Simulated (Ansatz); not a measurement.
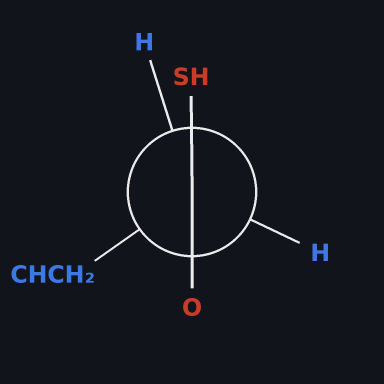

A Newman projection along the C–Si bond, carbon in front; angles are drawn as computed, but eclipsed bonds slightly apart. The geometry was computed by an optimisation with PBE-D4/def2-SVP. No frequency run is at hand to confirm it as a minimum.

### Which molecule is it?

C3H6OSSi, C=C[SiH2]C(=O)S

### What is the torsion angle from the front SH to the back CHCH2? The sign is positive where the front bond must turn clockwise to cover the back bond.

−125°, anticlinal.
